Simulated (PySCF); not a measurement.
**Cl$_{4}$MoO, SMILES `O=[Mo](Cl)(Cl)(Cl)Cl`: what the electrons do**

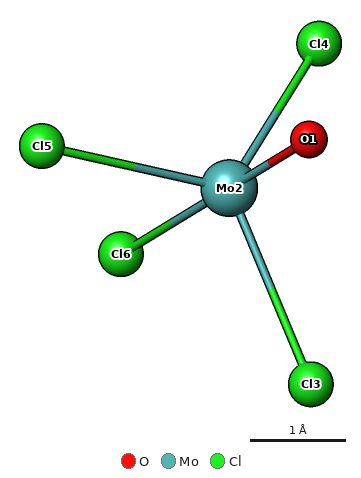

The molecule, with its atoms numbered as below. No frequency check shows the geometry to be a minimum.

Cartesian coordinates (Å):

```
O1      -0.0036   -0.0000    1.8847
Mo2     -0.0005   -0.0000    0.2553
Cl3      1.2828   -1.8334    0.1486
Cl4      0.9462    2.0278    0.1481
Cl5     -2.2294   -0.1943    0.1438
Cl6      0.0034   -0.0001   -1.9582
```

## 1. Bonding charge

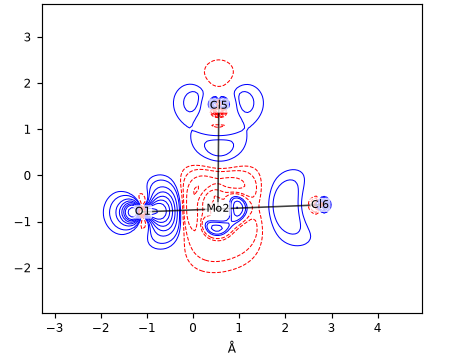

Deformation density (molecule less spherical, spin-averaged free atoms) in the plane of O1, Mo2, Cl5 and Cl6; contours at ±0.05 to ±0.8 e/Å³; solid blue lines: gain, dashed red lines: loss.

Level of theory: BLYP/def2-SVPD (PySCF), at a geometry from GFN2-xTB. Core potentials replace the inner electrons of Mo; spin–orbit coupling isn't included. This is a single-reference result, which may miss multireference character in this system.

Q: How much density has each bond in this plane gained at its critical point, relative to the free atoms?

A: O1–Mo2: +0.18 e/Å³ at the bond critical point (bond length 1.63 Å). Mo2–Cl5: +0.09 e/Å³ at the bond critical point (bond length 2.24 Å). Mo2–Cl6: +0.05 e/Å³ at the bond critical point (bond length 2.21 Å); up to 0.6 Å beside the axis the gain reaches +0.19 e/Å³. In all, 1.3 electrons gather in the regions of gain relative to the promolecule. A small or negative value marks a very polar bond, one between electron-rich atoms, whose free-atom densities already overlap strongly, a long bond to a heavier atom, or a closed-shell contact such as a hydrogen bond.

Q: Where do the Hirshfeld charges lie?

A: The highest Hirshfeld charge is on Mo2 (+0.67 e), the lowest on O1 (−0.22 e).

```json
{"atom": "O1", "charge (e)": "−0.22"}
{"atom": "Mo2", "charge (e)": "+0.67"}
{"atom": "Cl3", "charge (e)": "−0.09"}
{"atom": "Cl4", "charge (e)": "−0.09"}
{"atom": "Cl5", "charge (e)": "−0.09"}
{"atom": "Cl6", "charge (e)": "−0.18"}
```

## 2. Bond critical points

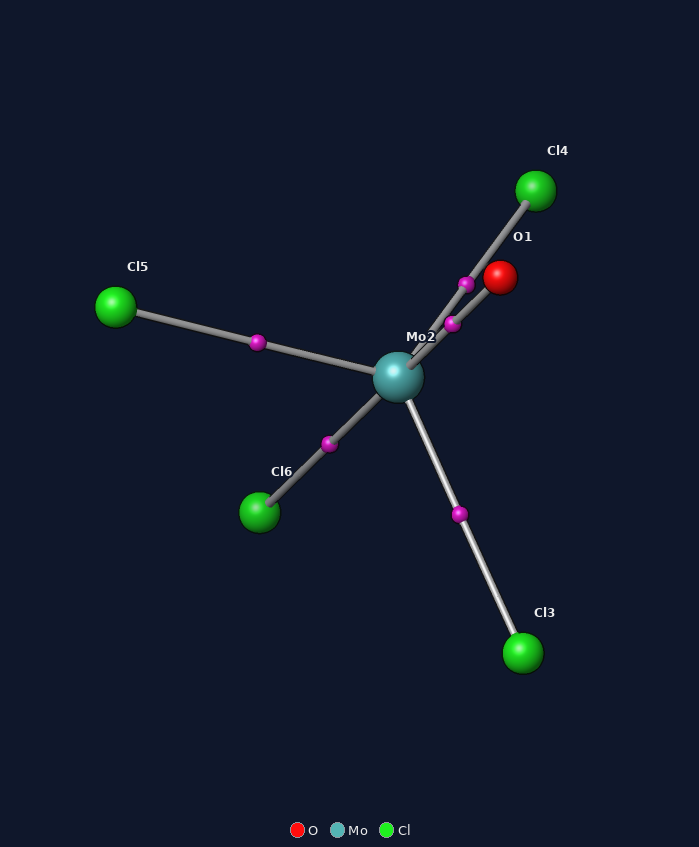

Molecular graph of the electron density (QTAIM): bond paths, bond critical points (magenta), ring points (cyan, if any); weak paths are dashed.

Q: How many critical points of each kind are there, and does the count close?

A: 6 nuclei, 5 bond, 0 ring and 0 cage critical points: 6 − 5 + 0 − 0 = 1, as the Poincaré–Hopf relation requires.

Q: Give the properties at the bond critical points.

A:
```tsv
bond	length (Å)	ρ (a.u.)	∇²ρ (a.u.)	ε	H (a.u.)
O1–Mo2	1.629	0.313	+1.05	0.00	−0.271
Mo2–Cl6	2.214	0.110	+0.35	0.00	−0.032
Mo2–Cl5 (3 alike)	2.240	0.110	+0.23	0.06	−0.032
```

Q: What kind of interaction is O1–Mo2?

A: Polar or intermediate (positive Laplacian, negative energy density H): ρ = 0.313, ∇²ρ = +1.05, H = −0.271 a.u.

## 3. Local ionisation energy

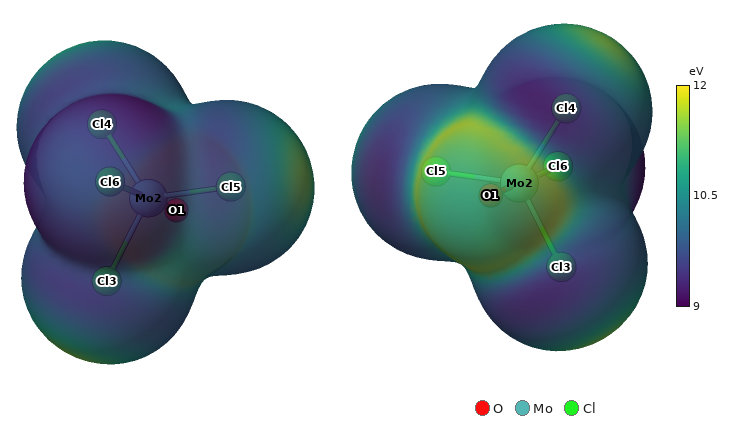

Average local ionisation energy on the surface of electron density 0.001 a.u. (back view left, front view right).

Q: Locate the minima of the map.

A: The lowest value is 9.1 eV, 2.1 Å from Cl6, and at like points elsewhere. Further minima include 9.2 eV, 2.1 Å from Cl4, and at like points elsewhere. For comparison, the highest occupied orbital lies at −7.7 eV.

Q: What volume does the surface enclose, and what is the dipole moment?

A: About 158 Å³; the dipole moment is 0.2 D.

## 4. In an electric field

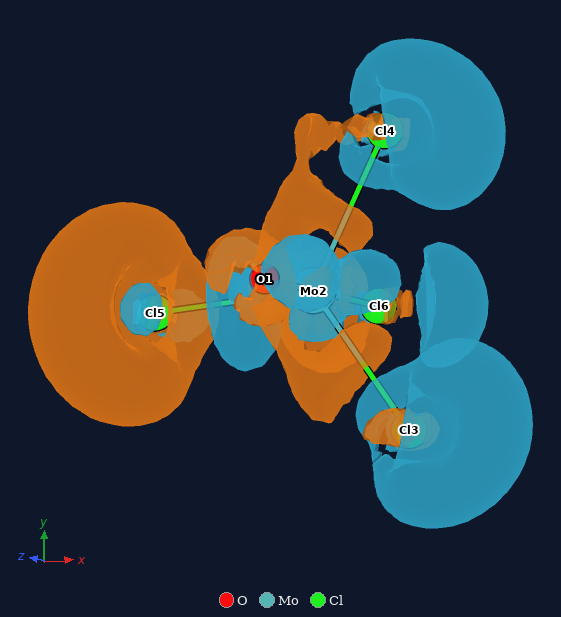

Change of the electron density in a uniform field of 0.41 V/Å, surfaces at ±0.003 e/Å³ (light blue: gain, orange: loss).

Level of theory: B3LYP/def2-SVPD (PySCF), at a geometry from GFN2-xTB. Core potentials replace the inner electrons of Mo; spin–orbit coupling isn't included. This is a single-reference result, which may miss multireference character in this system.

Q: Along which Cartesian direction does the field point?

A: Along −x: electrons gather on the +x side, against the field.

Q: What dipole is induced, and what polarisability does it imply?

A: The induced dipole is 2.22 D (along the field); α along this axis, from the fields in both directions, is 108 bohr³ (16.1 Å³).

Q: Which atoms gain and lose the most charge?

A: Electrons gather most on Cl3 (Hirshfeld charge changes by −0.041 e) and leave Cl5 most (+0.073 e); 0.151 electrons are displaced in all.

## 5. Localised orbitals

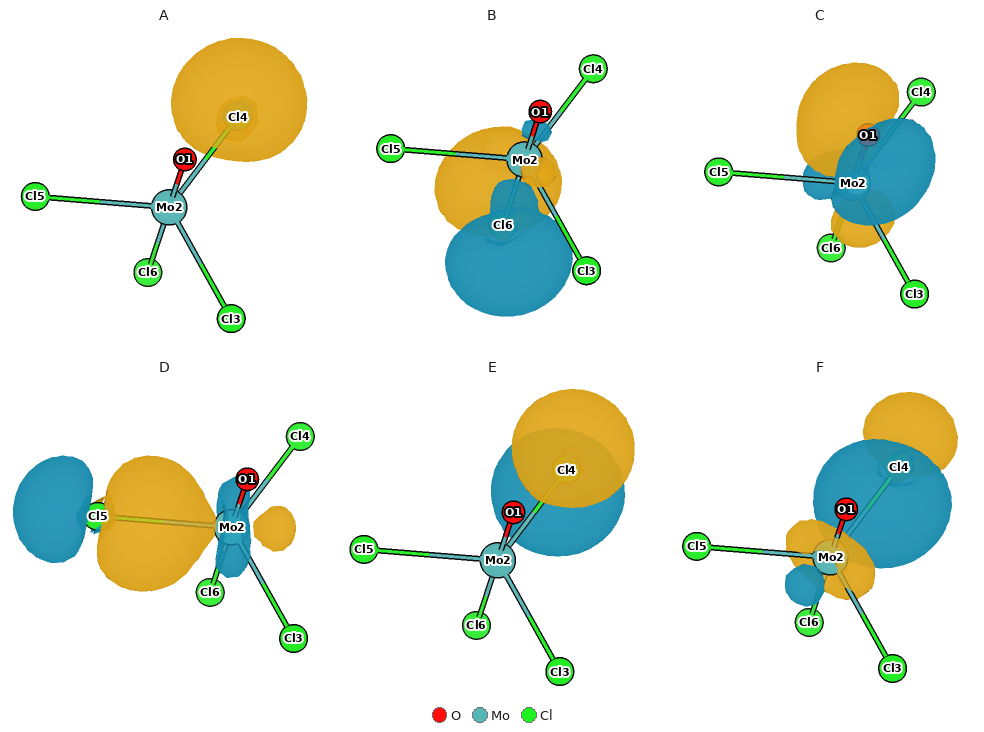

Pipek–Mezey orbitals, occupied; each surface holds about 85 % of the orbital's density. Energies are diagonal elements of the Fock matrix.

Method: ωB97X/def2-SVP; geometry: GFN2-xTB; program: PySCF. Core potentials replace the inner electrons of Mo; spin–orbit coupling isn't included. This is a single-reference result, which may miss multireference character in this system.

Q: What does each orbital represent in a Lewis picture?

A: By panel:
- A: lone pair on Cl4 (s-type) (Cl4 98 %; −24.2 eV)
- B: lone pair on Cl6 (p-type) (Cl6 95 %, Mo2 4 %; −12.5 eV)
- C: π bond O1–Mo2 (O1 79 %, Mo2 20 %; −15.7 eV)
- D: pair mostly on Cl5, shared in part with Mo2 (Cl5 80 %, Mo2 19 %; −17.4 eV)
- E: lone pair on Cl4 (p-type) (Cl4 99 %; −13.1 eV)
- F: σ bond Cl4–Mo2 (Cl4 77 %, Mo2 22 %; −18.5 eV)

The PySCF runs shown took 38 s, 59 s and 18 s on 1 thread of Intel(R) Xeon(R) Platinum 8259CL CPU @ 2.50GHz (Skylake/Cascade Lake), on a shared host.
